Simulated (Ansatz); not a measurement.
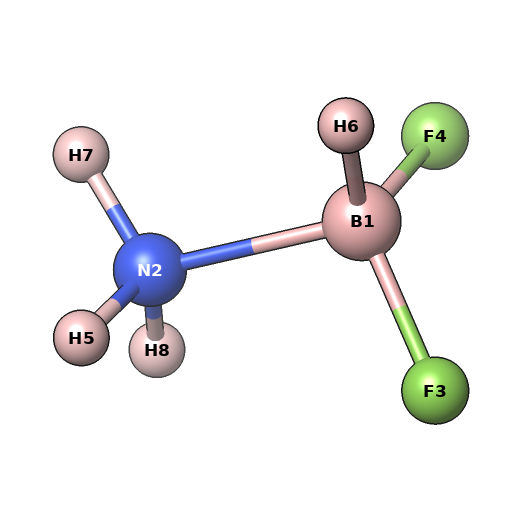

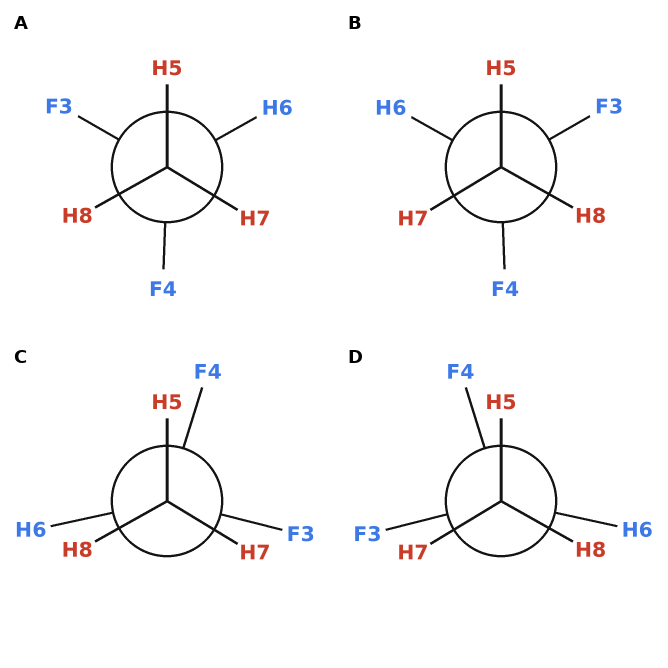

Depth is shown by fading: the farther an atom, the more it takes the colour of the background. Bonds that would overlap in a projection are set slightly apart. Computed geometry: PBE0-D4/def2-TZVP optimisation.

> Which Newman projection shows the view along N2–B1, with N2 in front?

B. The torsion angle H5–N2–B1–F3 is 60°, synclinal (gauche).
